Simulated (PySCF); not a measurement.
# C4H6ClN3, SMILES `Cc1nnc(Cl)n1C`: electronic structure

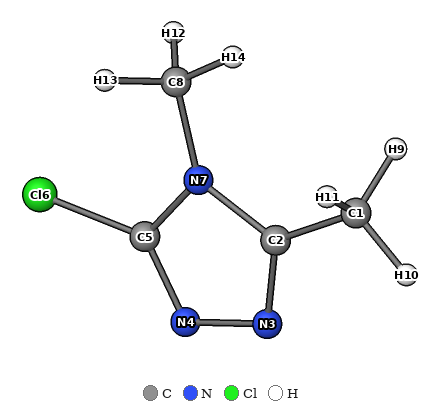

The molecule, with its atoms numbered as below. No frequency check shows the geometry to be a minimum.

Geometry (Å), atoms numbered from 1:

```
C1       2.8051    0.2679    0.0002
C2       1.4235   -0.2611    0.0000
N3       1.0917   -1.5202   -0.0003
N4      -0.2475   -1.6172   -0.0003
C5      -0.7155   -0.4067    0.0000
Cl6     -2.3409    0.0570    0.0003
N7       0.2946    0.5166    0.0002
C8       0.1553    1.9444    0.0005
H9       2.9860    0.8742   -0.8857
H10      3.4906   -0.5734    0.0018
H11      2.9850    0.8771    0.8863
H12     -0.3948    2.2639   -0.8899
H13     -0.3958    2.2668    0.8822
H14      1.1419    2.4018   -0.0007
```

## 1. Bonding charge

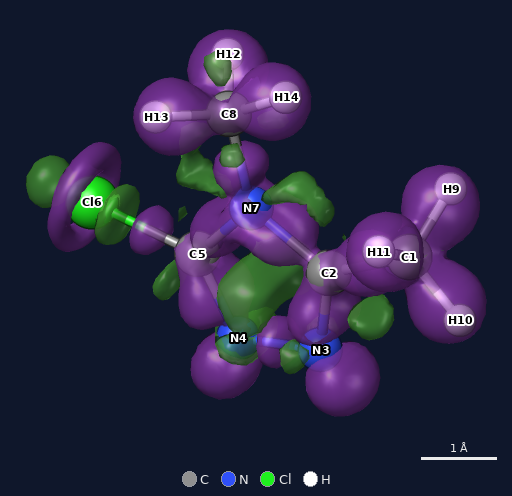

Deformation density (molecule less spherical, spin-averaged free atoms at the same positions), surfaces at ±0.1 e/Å³; purple: gain, green: loss.

Level of theory: LDA (SVWN)/6-311G** (PySCF), at a geometry from GFN2-xTB.

Q: How much density has each bond gained at its critical point, relative to the free atoms?

A: The five largest and four smallest: C8–H13 and C8–H12: +0.69 e/Å³ at the bond critical point (bond length 1.09 Å, Mayer order 0.9). C8–H14: +0.69 e/Å³ at the bond critical point (bond length 1.09 Å, Mayer order 0.9). C1–H10: +0.67 e/Å³ at the bond critical point (bond length 1.08 Å, Mayer order 0.9). N4–C5: +0.65 e/Å³ at the bond critical point (bond length 1.30 Å, Mayer order 1.6). C1–H9 and C1–H11: +0.64 e/Å³ at the bond critical point (bond length 1.09 Å, Mayer order 0.9). C5–N7: +0.36 e/Å³ at the bond critical point (bond length 1.37 Å, Mayer order 1.2). C2–N7: +0.29 e/Å³ at the bond critical point (bond length 1.37 Å, Mayer order 1.1). C5–Cl6: +0.24 e/Å³ at the bond critical point (bond length 1.69 Å, Mayer order 1.1). N7–C8: +0.20 e/Å³ at the bond critical point (bond length 1.44 Å, Mayer order 0.9). In all, 3.0 electrons gather in the regions of gain relative to the promolecule.

Q: Where do the Hirshfeld charges lie?

A: The highest Hirshfeld charge is on C2 (+0.08 e), the lowest on N4 (−0.16 e).

```json
{"atom": "C1", "charge (e)": "−0.12"}
{"atom": "C2", "charge (e)": "+0.08"}
{"atom": "N3", "charge (e)": "−0.15"}
{"atom": "N4", "charge (e)": "−0.16"}
{"atom": "C5", "charge (e)": "+0.06"}
{"atom": "Cl6", "charge (e)": "+0.01"}
{"atom": "N7", "charge (e)": "0.00"}
{"atom": "C8", "charge (e)": "−0.07"}
{"atom": "H9", "charge (e)": "+0.06"}
{"atom": "H10", "charge (e)": "+0.07"}
{"atom": "H11", "charge (e)": "+0.06"}
{"atom": "H12", "charge (e)": "+0.06"}
{"atom": "H13", "charge (e)": "+0.06"}
{"atom": "H14", "charge (e)": "+0.07"}
```

## 2. Bond critical points

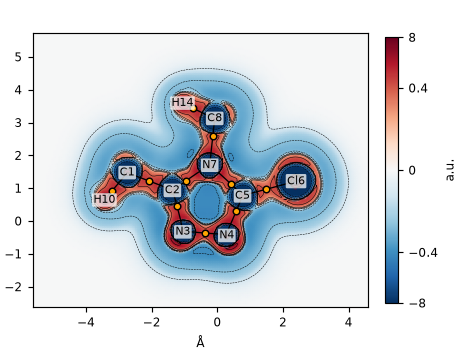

Negative Laplacian of the density (−∇²ρ) in a plane through 10 of the atoms (red positive, blue negative, colour scale in a.u., logarithmic beyond ±0.04), with bond paths and bond critical points (dots).

Q: Sort the bonds in the plane by the sign of ∇²ρ at their critical points.

A: Concentrated (∇²ρ < 0): N4–C5 (−1.11 a.u.); C2–N3 (−1.08 a.u.); N3–N4 (−0.67 a.u.); C5–N7 (−0.78 a.u.); C2–N7 (−0.69 a.u.); C8–H14 (−0.91 a.u.); C1–H10 (−0.90 a.u.); N7–C8 (−0.63 a.u.); C1–C2 (−0.60 a.u.); C5–Cl6 (−0.33 a.u.). At none is it depleted.

Q: Where along C1–H10 does the critical point lie?

A: 0.71 Å from C1 and 0.37 Å from H10.

## 3. Local ionisation energy

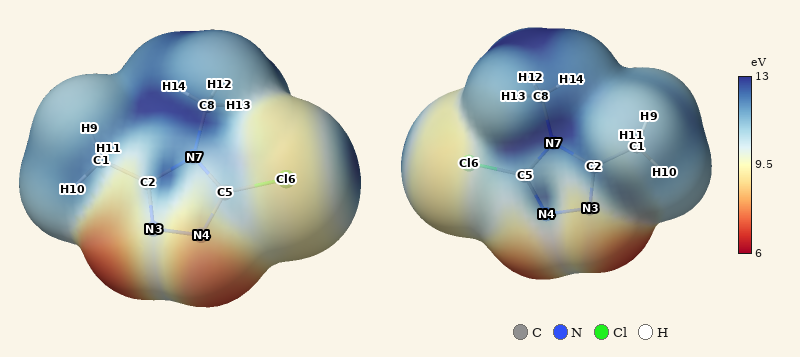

Average local ionisation energy on the surface of electron density 0.001 a.u. (back view left, front view right).

Q: Where are the most loosely bound electrons on this surface?

A: The lowest value is 6.9 eV, 1.9 Å from N3. Further minima include 7.0 eV, 1.9 Å from N4; 9.0 eV, 2.1 Å from Cl6, and at like points elsewhere; 10.6 eV, 1.4 Å from H11, and at like points elsewhere. For comparison, the highest occupied orbital lies at −5.7 eV.

## 4. Localised orbitals

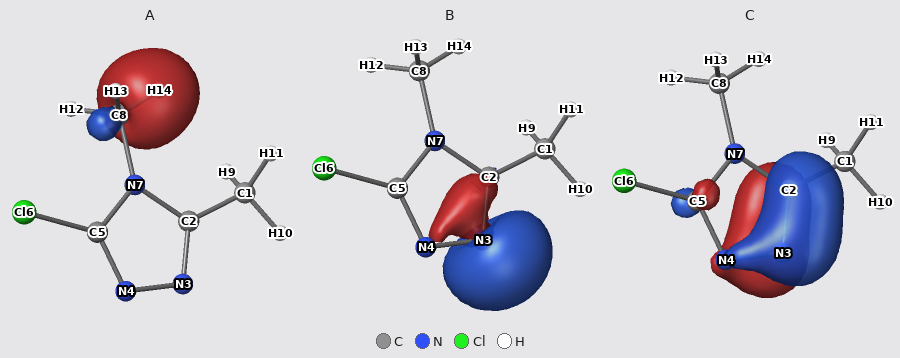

Intrinsic bond orbitals (IBO), occupied; each surface holds about 85 % of the orbital's density. Energies are diagonal elements of the Fock matrix.

Method: ωB97X/aug-cc-pVDZ; geometry: GFN2-xTB; program: PySCF.

Q: What does each orbital represent in a Lewis picture?

A: By panel:
- A: σ bond C8–H14 (C8 58 %, H14 41 %; −17.7 eV)
- B: lone pair on N3 (sp1.5-type) (N3 97 %; −12.8 eV)
- C: π bond N3–C2 (N3 58 %, C2 35 %, N4 3 %; −12.1 eV)

Q: How do all the valence pairs divide up?

A: 22 pairs: 14 σ bonds, 5 lone pairs, 2 two-centre π bonds and 1 partly delocalised lone pair.
